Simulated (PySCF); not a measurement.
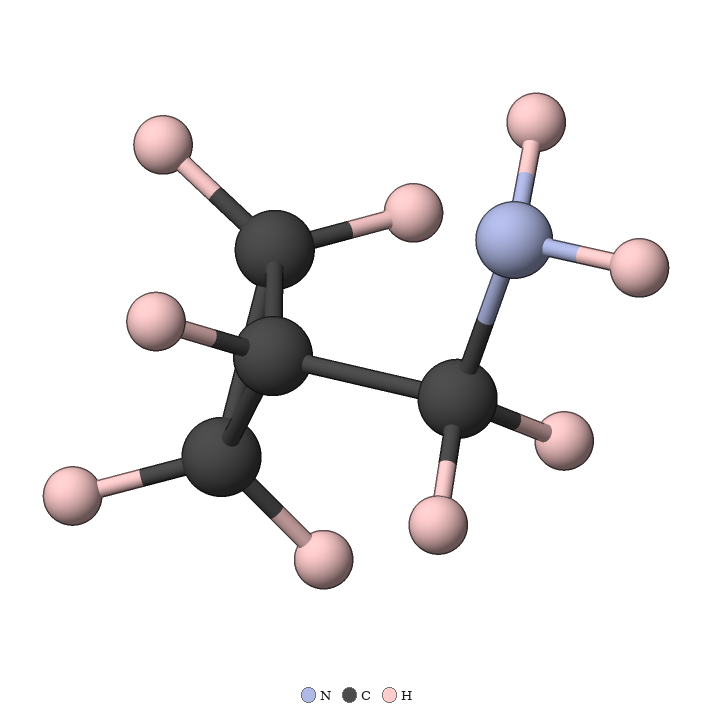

Source: calculation with PySCF.

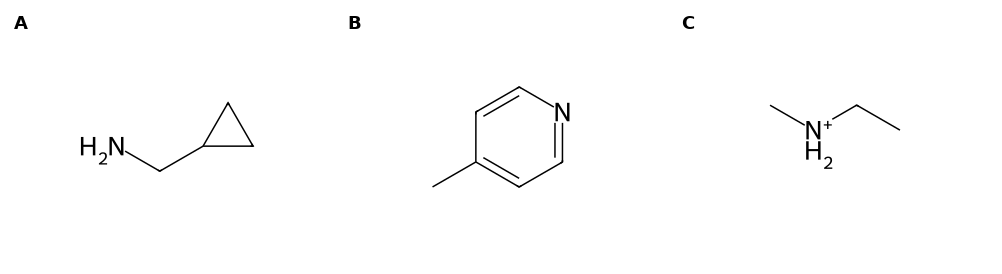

**The first picture shows one of the molecules drawn in the second. Which?**

A, `NCC1CC1`.
